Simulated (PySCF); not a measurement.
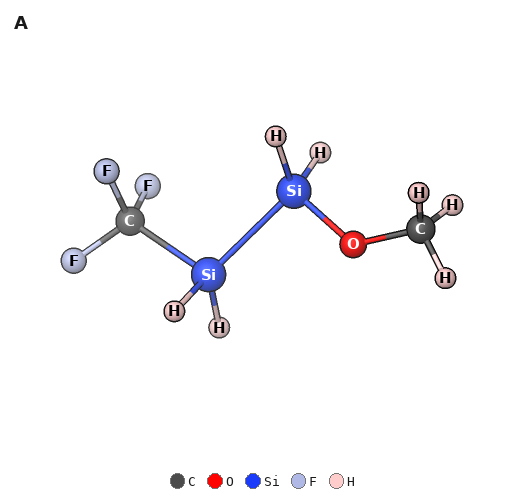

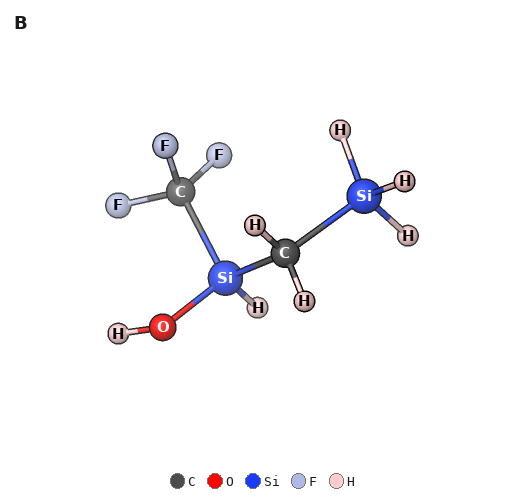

Depth is shown by fading: the farther an atom, the more it takes the colour of the background. The computed structure is the end point of a GFN2-xTB optimisation. No frequency run is at hand to confirm it as a minimum.

### How are A and B related: the same structure turned, mirror images, conformers, diastereomers or constitutional isomers?

They are constitutional isomers of C2H7F3OSi2: A is CO[SiH2][SiH2]C(F)(F)F, B is O[Si@H](C[SiH3])C(F)(F)F
